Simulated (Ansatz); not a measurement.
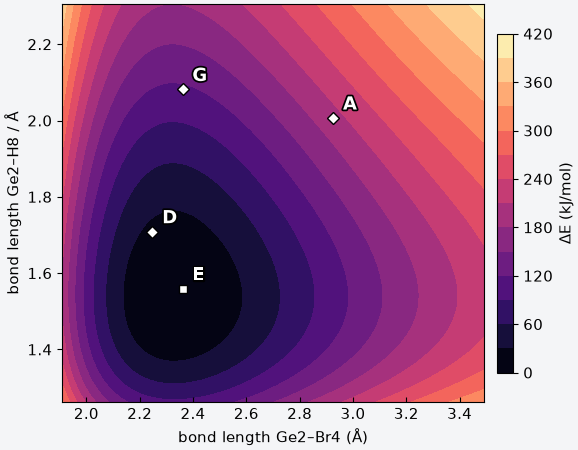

CH4BrClGe, SMILES [CH3][GeH]([Cl])[Br]. 
- First axis: bond length Ge2–Br4. Second axis: bond length Ge2–H8.
- Nothing is relaxed (all other coordinates rigid).
- The grid has 15 × 15 points.
- Points are written as (first, second).
- All energies are given in kJ/mol relative to the relaxed molecule at the same level.
- The reference is spin-restricted, which grows unreliable where a bond is stretched far.
- The calculation used Ansatz 0.2.0, RKS B3LYP-D4/def2-SVP.

In the figure: filled contours, lettered points. Between grid points the surface is interpolated.

### Is G the lowest point of the computed grid?

No. G lies 115 kJ/mol above the lowest grid point, which is at (2.361 Å, 1.559 Å).

### Rank the lettered points by energy, lowest first.

E (1.0 kJ/mol), D (23 kJ/mol), G (116 kJ/mol), A (199 kJ/mol).

### What kind of point is each of A, E, G: minimum, saddle, maximum or slope?

A: on a slope; E: minimum; G: on a slope. (In these two coordinates alone; a stationary point may lie a little off the grid point.)
